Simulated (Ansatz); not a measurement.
# Ga: response to strain

Aim: deform Ga (equal xx and yy strain of +3 %) and compute stress, forces and field gradients with LAPW, PAW and all-electron datasets made for the crystal.

Method: DFT PBEsol, scalar-relativistic, in Ansatz 0.2.0.

## 1. The structure to begin with

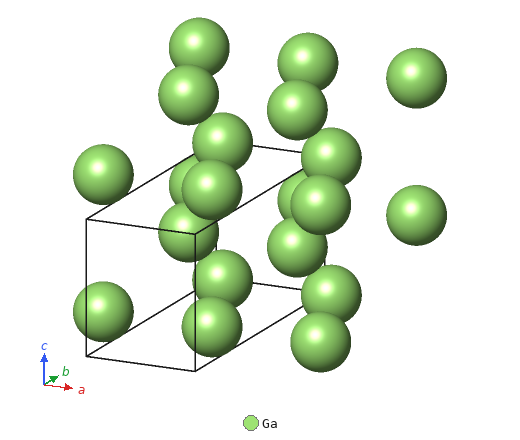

The starting structure, seen slightly off an axis (gallium green). 2×1×2 cells are drawn. The cell drawn here is the conventional one.

Structure file:

```
Ga
1.0
     1.38300   -4.02650    0.00000
     1.38300    4.02650    0.00000
    -0.11745    0.00000    3.32993
Ga
2
Direct
  0.86900 0.13100 0.25000
  0.13100 0.86900 0.75000
```

Atoms are numbered in the order of the input: Ga1, Ga2.

## 2. After the deformation

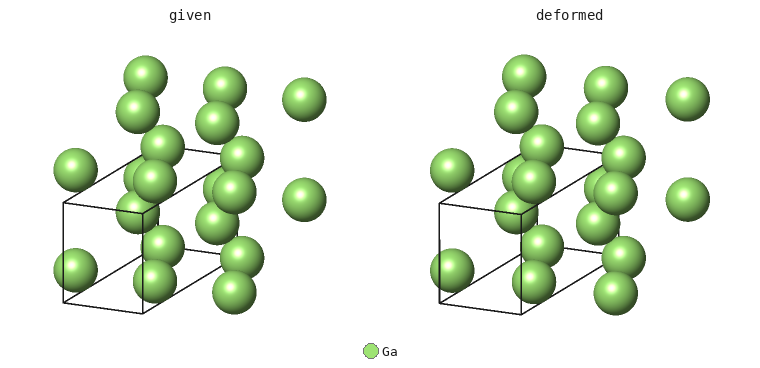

Given and deformed, at one scale.

Space group C2/c before, C2/c after.

## 3. LAPW, all electrons

input.yaml

```yaml
crystal:
  lattice:
    - [1.42449, -4.147295, 0.0]
    - [1.42449, 4.147295, 0.0]
    - [-0.1209735, 0.0, 3.32993]
  atoms:
    - { symbol: Ga, position: [0.869, 0.131, 0.25] }
    - { symbol: Ga, position: [0.131, 0.869, 0.75] }
kpoints:
  mp_grid: { grid: [14, 14, 11] }
  band_path:
    path:
      - [0.0, 0.0, 0.0]
      - [-0.5, 0.5, 0.0]
      - [-0.5, 0.5, 0.5]
      - [0.0, 0.0, 0.5]
      - [0.0, 0.0, 0.0]
      - [-0.5, 0.0, 0.5]
      - [0.0, 0.0, 0.0]
      - [-0.5, 0.0, 0.0]
    npoints: 5
scf:
  occupations: { method: fermi_dirac, width: 0.03 }
hamiltonian:
  xc: pbesol
  pseudopotentials: { kind: all_electron, lapw: { basis_error: 0.0005 } }
output:
  forces: true
  stress: true
  eigenvalues: true
```

Launch:

```console
ansatz run input.yaml --threads 1 --pin off --max-ram 3072MiB --backend cpu --events-out ev --progress --plain --runs-dir out
```

What it wrote, cut to the lines that bear on the results:

```text
LAPW: plane waves up to 8.330 Å⁻¹, error target 5.0e-4 eV per atom; small_component_spin mean_spin; Ga in spheres of 1.369 Å, 21 of its electrons in bands, Dirac shells []
[...]
Pseudopotentials: kind: all_electron
Pseudopotential: Ga, LAPW, valence charge 21, Koelling and Harmon's equation, gaussian nucleus
Functional definition: PBEsol
[...]
Crystal: 2 atoms, lattice volume = 39.345 Å³
Basis set: ecut = 264.3831599847415 eV, 385 PW (Γ), FFT grids on a1+a2, a2, a3, exchange–correlation at level 2
Bands: 26, of which v1, the nominal top of the filled ones, is band 21 counted from 1 (20 counted from 0)
Symmetry: 4 space group operations
Space group: C2/c (ITA 15), of the structure as read, at distance tolerance 3.4e-5 Å
k-points: 582 of 2156
[...]
SCF iter   1: F=—  HF=-105720.086125 eV  |F-HF|=—  |Δ(HF+E_count)|=         —  Δρ=1.14e-2  dr2=3.28e-2  ethr=7.78e-5  ⟨swp⟩=3.0  Hψ=102084  notcnv=0
[...]
SCF iter   8: F=-105720.015292 eV  HF=-105720.015292 eV  |F-HF|=5.33e-9  |Δ(HF+E_count)|=   2.63e-8  Δρ=4.27e-6  dr2=1.16e-8  ethr=3.57e-10  ⟨swp⟩=2.0  Hψ=42564  notcnv=0
[...]
NSCF: frozen V_eff on 36 k-points
SCF converged after 8 iterations
Free energy (F): -105720.015292 eV
[...]
E sigma→0 (E₀):  -105720.014318 eV
Entropy (-TS):   -0.001949 eV (-0.974 meV/atom)
Fermi energy:    10.939830 eV
[...]
--- Forces (eV/Å), atoms counted from 1 ---
  atom   1  Ga    -0.00000000     0.16246444     0.00000000
  atom   2  Ga     0.00000000    -0.16246444    -0.00000000
[...]
--- Stress (GPa, compression-positive) ---
       -4.436357       0.000000       0.210043
        0.000000      -4.490638      -0.000000
        0.210043      -0.000000      -4.055438
  P = ⅓ Tr σ = -4.3275 GPa (-43.275 kbar)
--- Band table (eV; the first three rows and the last of 582) ---
  k-point 0: bands = ["-132.4029", "-132.4023", "-83.3167", "-83.3133", "-83.2994", "-83.2990", "-83.2979", "-83.2921", "-4.0680", "-4.0641", "-4.0272", "-4.0011", "-3.7829", "-3.7796", "-3.7560", "-3.7515", "-3.7458", "-3.6183", "0.1465", "8.8640", "9.0528", "13.0126", "16.6636", [...]
[...]
```

Run time: 2 min. Hardware: 1 thread of Arm Neoverse V1, shared host; peak memory 1.2 GiB.

Read from it: pressure -4.33 GPa; no gap; largest force 0.162 eV/Å.

## 4. PAW with frozen cores

input.yaml

```yaml
crystal:
  lattice:
    - [1.42449, -4.147295, 0.0]
    - [1.42449, 4.147295, 0.0]
    - [-0.1209735, 0.0, 3.32993]
  atoms:
    - { symbol: Ga, position: [0.869, 0.131, 0.25] }
    - { symbol: Ga, position: [0.131, 0.869, 0.75] }
kpoints:
  mp_grid: { grid: [14, 14, 11] }
scf:
  occupations: { method: fermi_dirac, width: 0.03 }
hamiltonian:
  xc: pbesol
  pseudopotentials: { kind: paw }
output:
  forces: true
  stress: true
  eigenvalues: true
  efg: { contact_densities: true }
```

Launch:

```console
ansatz run input.yaml --threads 1 --pin off --max-ram 3072MiB --backend cpu --events-out ev --progress --plain --runs-dir out
```

What it wrote, cut to the lines that bear on the results:

```text
[...]
Pseudopotentials: kind: paw
Pseudopotential: Ga, paw, valence charge 13, recommended cutoff 420 eV (normal)
[... 1 set-up line as earlier in the session ...]
[...]
Crystal: 2 atoms, lattice volume = 39.345 Å³
Basis set: ecut = 420 eV, 775 PW (Γ), exchange–correlation on 60×60×48 points (8 copies of the dense FFT grid, shifted against one another)
Bands: 17, of which v1, the nominal top of the filled ones, is band 13 counted from 1 (12 counted from 0)
[... 2 set-up lines as earlier in the session ...]
k-points: 582 of 2156
[...]
SCF iter   1: F=—  HF=-7486.328091 eV  |F-HF|=—  |Δ(HF+E_count)|=         —  Δρ=2.09e-3  dr2=1.53e-3  ethr=1.77e-3  ⟨swp⟩=5.9  Hψ=47529  notcnv=0
[...]
  atom   1  Ga     0.00000000     0.16274091    -0.00000000
  atom   2  Ga    -0.00000000    -0.16274091     0.00000000
[...]
--- Stress (GPa, compression-positive) ---
       -4.459490       0.000000       0.209715
        0.000000      -4.509906      -0.000000
        0.209715      -0.000000      -4.080550
  P = ⅓ Tr σ = -4.3500 GPa (-43.500 kbar)
--- PAW observables at the nuclei: V_zz in 10²¹ V/m², potentials from the cell's mean, atoms counted from 1 ---
  atom   1  Ga V_zz =    +2.282753   η = 0.6145   by run symmetry: allowed
            electrostatic potential = -4132.227428 V   contact ρ = 187072.095986 e/Å³
  atom   2  Ga V_zz =    +2.282753   η = 0.6145   by run symmetry: allowed
            electrostatic potential = -4132.227428 V   contact ρ = 187072.095986 e/Å³
--- Band table (eV; the first three rows and the last of 582) ---
  k-point 0: bands = ["-6.0509", "-6.0472", "-6.0099", "-5.9834", "-5.7655", "-5.7629", "-5.7385", "-5.7348", "-5.7289", "-5.6017", "-1.8280", "6.8889", "7.0767", "11.0364", "14.6881", "17.8182", "18.4913"]
[...]
```

It took 20 s on 1 thread of Arm Neoverse V1, shared host; peak memory 0.57 GiB.

Result: pressure -4.35 GPa; no gap; largest force 0.163 eV/Å; Vzz Ga1 2.28 (η = 0.61) (10²¹ V/m²).

## 5. All-electron PAW on datasets made for the crystal

Edit input.yaml of step 4 so:

```diff
@@ -14,3 +14,3 @@
   xc: pbesol
-  pseudopotentials: { kind: paw }
+  pseudopotentials: { kind: all_electron, datasets: crystal }
 output:
```

Launch:

```console
ansatz run input.yaml --threads 1 --pin off --max-ram 3072MiB --backend cpu --events-out ev --progress --plain --runs-dir out
```

What it wrote, cut to the lines that bear on the results:

```text
[...]
[... 1 set-up line as earlier in the session ...]
Pseudopotential: Ga, paw, valence charge 13, recommended cutoff 240 eV (normal), Koelling and Harmon's equation, gaussian nucleus
[... 1 set-up line as earlier in the session ...]
[...]
Crystal: 2 atoms, lattice volume = 39.345 Å³
Basis set: ecut = 240 eV, 341 PW (Γ), exchange–correlation on 48×48×36 points (8 copies of the dense FFT grid, shifted against one another)
Bands: 17, of which v1, the nominal top of the filled ones, is band 13 counted from 1 (12 counted from 0)
[... 2 set-up lines as earlier in the session ...]
k-points: 582 of 2156
[...]
SCF iter   1: F=—  HF=-105720.004612 eV  |F-HF|=—  |Δ(HF+E_count)|=         —  Δρ=1.80e-2  dr2=1.31e-1  ethr=5.17e-4  ⟨swp⟩=3.9  Hψ=51226  notcnv=0
[...]
--- Forces (eV/Å), atoms counted from 1 ---
  atom   1  Ga     0.00000000     0.16252564    -0.00000000
  atom   2  Ga    -0.00000000    -0.16252564     0.00000000
[...]
--- Stress (GPa, compression-positive) ---
       -4.436600       0.000000       0.210205
        0.000000      -4.489724      -0.000000
        0.210205      -0.000000      -4.055480
  P = ⅓ Tr σ = -4.3273 GPa (-43.273 kbar)
--- PAW observables at the nuclei: V_zz in 10²¹ V/m², potentials from the cell's mean, atoms counted from 1 ---
  atom   1  Ga V_zz =    +2.300989   η = 0.6167   by run symmetry: allowed
            electrostatic potential = -4130.597964 V   contact ρ = 187140.123429 e/Å³
  atom   2  Ga V_zz =    +2.300989   η = 0.6167   by run symmetry: allowed
            electrostatic potential = -4130.597964 V   contact ρ = 187140.123429 e/Å³
--- Band table (eV; the first three rows and the last of 582) ---
  k-point 0: bands = ["-4.0677", "-4.0636", "-4.0271", "-4.0013", "-3.7831", "-3.7791", "-3.7562", "-3.7511", "-3.7455", "-3.6180", "0.1465", "8.8640", "9.0528", "13.0128", "16.6636", "19.7995"]
[...]
```

Run time: 82 s. Hardware: 1 thread of Arm Neoverse V1, shared host; peak memory 0.93 GiB.

Read from it: pressure -4.33 GPa; no gap; largest force 0.163 eV/Å; Vzz Ga1 2.30 (η = 0.62) (10²¹ V/m²).

## 6. Stress and forces compared

Stress (GPa, compression positive):

```csv
method,xx,yy,zz,yz,xz,xy
LAPW,-4.44,-4.49,-4.06,0.00,0.21,0.00
PAW,-4.46,-4.51,-4.08,0.00,0.21,0.00
crystal datasets,-4.44,-4.49,-4.06,0.00,0.21,0.00
```

Forces (eV/Å):

```
atom  LAPW x  LAPW y  LAPW z  PAW x   PAW y  PAW z  crystal datasets x  crystal datasets y  crystal datasets z
 Ga1   0.000   0.162   0.000  0.000   0.163  0.000               0.000               0.163               0.000
 Ga2   0.000  -0.162   0.000  0.000  -0.163  0.000               0.000              -0.163               0.000
```

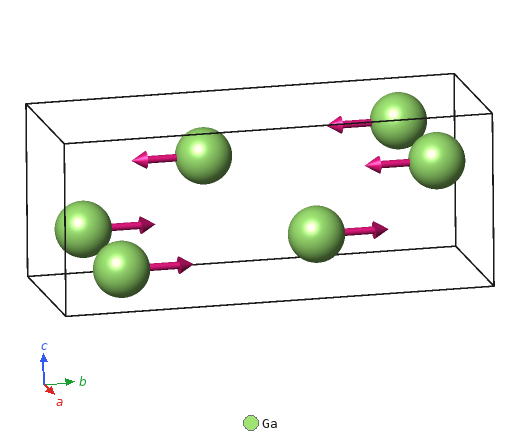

Forces of the LAPW run as arrows; the longest is 0.162 eV/Å.

```
          method  pressure (GPa)  largest force (eV/Å)  Vzz Ga1 (10²¹ V/m²)  SCF cycles, all passes
            LAPW           -4.33                 0.162                    –                       8
             PAW           -4.35                 0.163                 2.28                       6
crystal datasets           -4.33                 0.163                 2.30                       9
```

## 7. Summary of results

| quantity | value |
| --- | --- |
| pressure | LAPW -4.33, PAW -4.35, crystal datasets -4.33 GPa |
| largest shear or deviatoric stress (LAPW) | 0.27 GPa |

The largest part of the stress beyond the pressure is 0.27 GPa in size, in the zz component; the atoms are carried along and not relaxed. No run of the undeformed cell stands beside it, so the pressure holds what the given cell had before the change. PAW: stress within 0.03 GPa of LAPW, forces within 1 meV/Å. Crystal datasets: stress within 0.01 GPa of LAPW, forces within 1 meV/Å.
